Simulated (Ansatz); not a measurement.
## Response to strain in hypothetical P-6m2 GaN

The parent structure is GaN (space group P-6m2, No. 187; a = 2.979 Å, c = 2.687 Å; a hypothetical phase, not in the database extracts checked; relaxed with 0.1 eV smearing).

Strains are applied to the cell and any free atomic positions relax.

Method: Kohn–Sham DFT with the PBE functional, run in Ansatz (a quantum-chemistry and plane-wave program) with PAW and 420 eV plane waves, no SOC.

Notes on the quantities. energy relative to the base: free energy F.

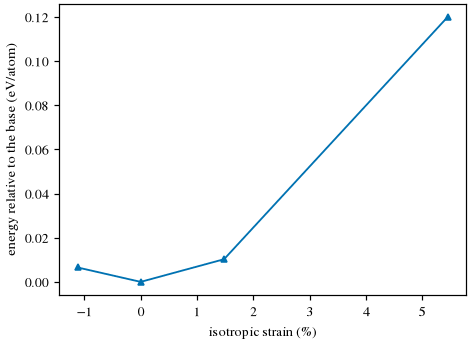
Fig. 1. Energy relative to the base against isotropic strain

**Question.** From the plot, what is the energy relative to the base for isotropic strain +5.45 %?

**Answer.** About 0.120 eV/atom.

**Question.** Is the trend monotonic over the range shown?

**Answer.** No, it turns within the range, spanning 0 meV/atom to +120 meV/atom.

Stability against distortions was not tested. All final runs are without spin polarisation.
